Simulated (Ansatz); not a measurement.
Starting cell, Pt (fcc, Cu type):

```
Pt
1.0
    3.91826     0.00000     0.00000
    0.00000     3.91826     0.00000
    0.00000     0.00000     3.91826
Pt
4
Direct
  0.00000   0.00000   0.00000
  0.50000   0.50000   0.00000
  0.50000   0.00000   0.50000
  0.00000   0.50000   0.50000
```

In each cell atom 4 (Pt, nearest neighbour Pt at 2.771 Å; its periodic images, 3.9 Å or more away, move with it) moves by s·(0.707, 0.707, 0.000) (along Cartesian [110]), the rest being held.

Computed with PBEsol (plane waves to 420 eV, PAW, scalar-relativistic; Ansatz, a first-principles code). k mesh 10×10×10 (Γ-centred), Fermi-Dirac smearing 0.05 eV. Energies are smeared free energies. With partly filled bands, energies and forces of such displacements shift with the k mesh and the smearing. Pt is run without spin polarisation. Pt was relaxed with its symmetry unable to fall. Spin-orbit coupling is left out, though Pt is heavy. ΔE is measured from the undisplaced structure.

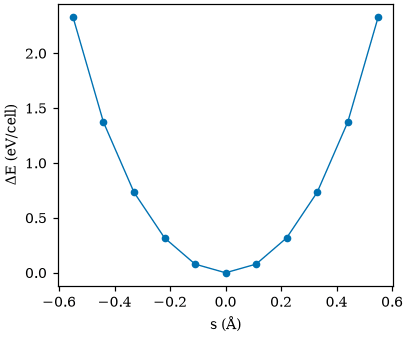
Fig. 1. ΔE (eV/cell) against s (Å); one marker a computed point.

The force constant k = d²E/ds² at s = 0 (finite differences) is 12.9 eV/Å² and the energy at s = 0.550 Å is 2332 meV/cell. Harmonic estimate at the end of the scan: ½ks² = 1958 meV/cell against the computed 2332 meV/cell, so the well is stiffer than harmonic there. Shape of the curve: a single well with its minimum at or next to zero displacement. Symmetry of the curve: even: the same for both signs.

The forces along the line at the two nearest points give (1.435 − (-1.435)) / (2·0.110) = 13.05 eV/Å²; the next pair corrects for the finite step.

(A displaced cell: forces are minus the slopes of the energy, force constants its curvatures, and phonons follow from these.)
